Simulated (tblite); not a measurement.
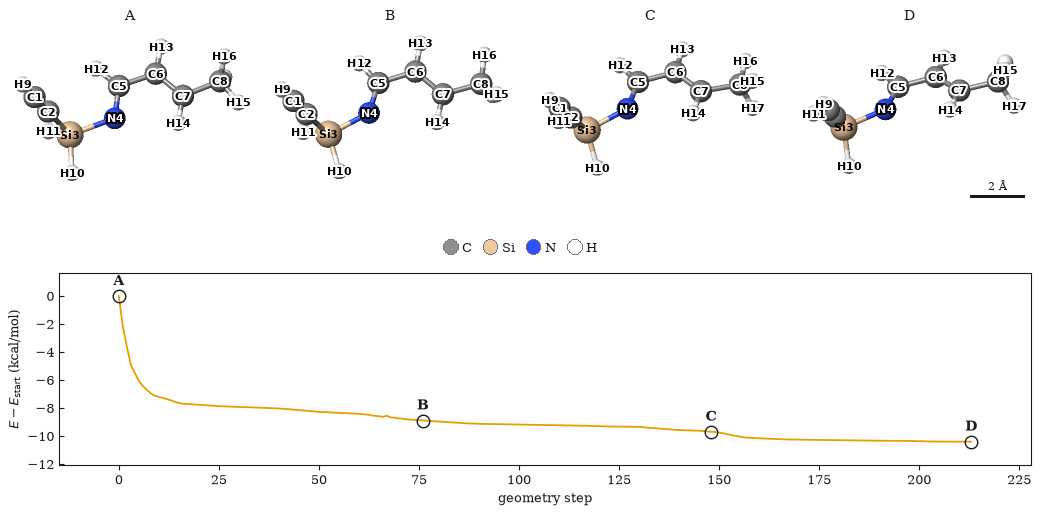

Frames of a relaxation of C$_{6}$H$_{9}$NSi, marked on the history of the run. The picture is a ball-and-stick view, seen at a tilt.

Level of theory: tblite, GFN2-xTB geometry optimisation, gas phase. 

Question: What happens along the run?

Answer: The largest move after the best rigid fit is that of H17, 1.77 Å. Largest moves by element: H 1.77 Å, C 0.84 Å, N 0.52 Å, Si 0.38 Å. Among the contacts that change: Si3–N4 1.792 → 1.713 Å, N4–C5 1.290 → 1.259 Å, C8–H17 1.116 → 1.090 Å, C8–H15 1.111 → 1.090 Å. Among the angles between lasting bonds that change: Si3–N4–C5 118.2° → 135.0°, C6–C7–C8 116.6° → 125.1°, C6–C5–H12 122.3° → 114.9°. Groups turn about Si3–N4 by about 55°, C7–C8 by about 55°. Over 213 geometry steps the energy falls by 10.4 kcal/mol. From step 0 to 76: H17 moves most (0.77 Å), energy −8.88 kcal/mol. From step 76 to 148: H17 moves most (0.76 Å), energy −0.81 kcal/mol. From step 148 to 213: H9 moves most (0.64 Å), energy −0.70 kcal/mol.

```
step  E − E(0), kcal/mol
   0                0.00
   1               -2.18
   2               -3.60
   3               -4.91
   4               -5.50
   5               -6.05
   6               -6.43
   7               -6.70
   8               -6.95
   9               -7.11
  10               -7.19
  21               -7.78
  31               -7.93
  42               -8.07
  53               -8.31
  63               -8.51
  74               -8.84
  85               -9.06
  95               -9.14
 106               -9.20
 117               -9.26
 128               -9.32
 138               -9.52
 149               -9.70
 160              -10.15
 170              -10.25
 181              -10.29
 192              -10.32
 202              -10.37
 213              -10.39
```
